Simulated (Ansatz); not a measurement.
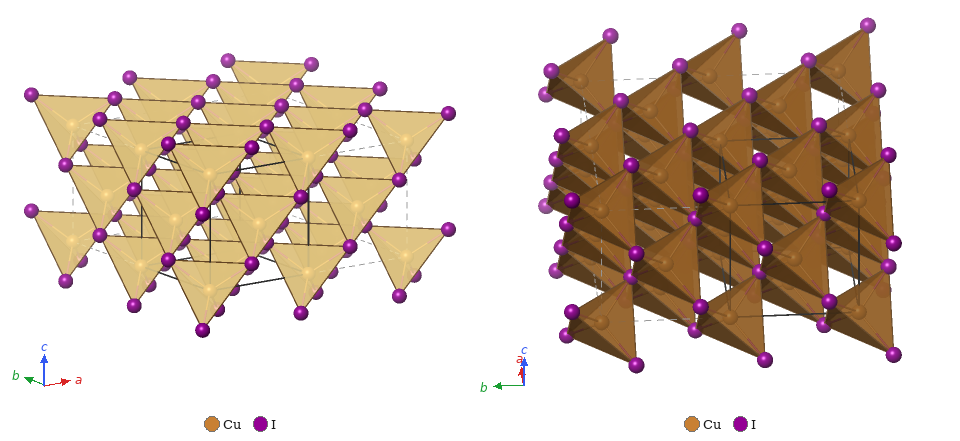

Polyhedra are drawn about Cu (bonds: Cu–I below 2.9 Å); other atoms are plain spheres. Two views of the same piece.

CuI (space group F-43m, No. 216): the input geometry of an electronic-structure calculation (not necessarily at equilibrium); the starting structure was generated, so it need not be a known form of this composition.

Sharing among the drawn polyhedra:

| site | polyhedron | corner-sharing neighbours | edge-sharing | face-sharing | bond (Å) |
| --- | --- | --- | --- | --- | --- |
| Cu | CuI4 tetrahedron | 12 | 0 | 0 | 2.61 |

They form a three-dimensional framework of corner-sharing tetrahedra.
